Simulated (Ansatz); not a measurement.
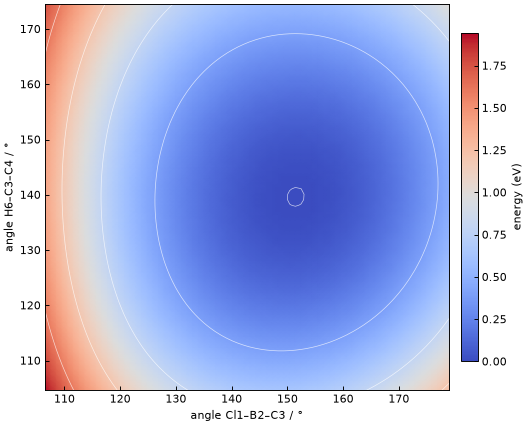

C₂HBCl₂, SMILES ClB1C=C1Cl. Coordinates scanned: (1) angle Cl1–B2–C3; (2) angle H6–C3–C4. Nothing is relaxed (all other coordinates rigid). The grid has 15 × 15 points. Points are written as (first, second). Energies: eV, counted from the lowest grid point. The calculation used RKS r2SCAN-D4/def2-SVP (Ansatz 0.2.0).

In the figure: a smooth colour map with a few white contour lines. Between grid points the surface is interpolated.

The lowest grid point is at (153.1°, 139.6°). No other kind of well shows on this grid. The highest grid point, (106.5°, 104.6°), lies 1.95 eV above the lowest. Round the minimum the two coordinates are weakly coupled (coupling −0.06 in units of the two stiffnesses).

The system is changed to C2HBBr2, SMILES BrB1C=C1Br; the new grid has 13 × 13 points, laid about the new relaxed structure.

**What will the new map look like?**

The minimum (interpolated where it lies between grid points) moves from about (151°, 140°) to about (152°, 140°). The curvature at the minimum changes by less than a tenth (about 3.5) eV/rad² along angle Cl1–B2–C3 and by less than a tenth (about 3.3) eV/rad² along angle H6–C3–C4.

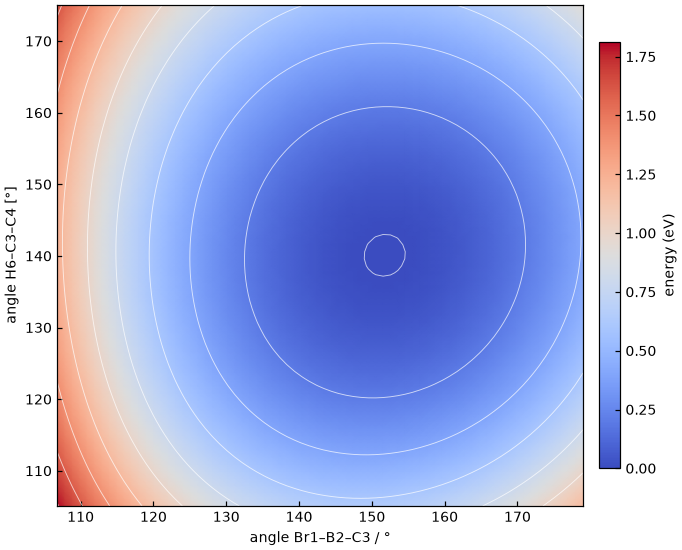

The map after the change, on a colour scale of its own. In the figure: a smooth colour map with a few white contour lines. Between grid points the surface is interpolated.
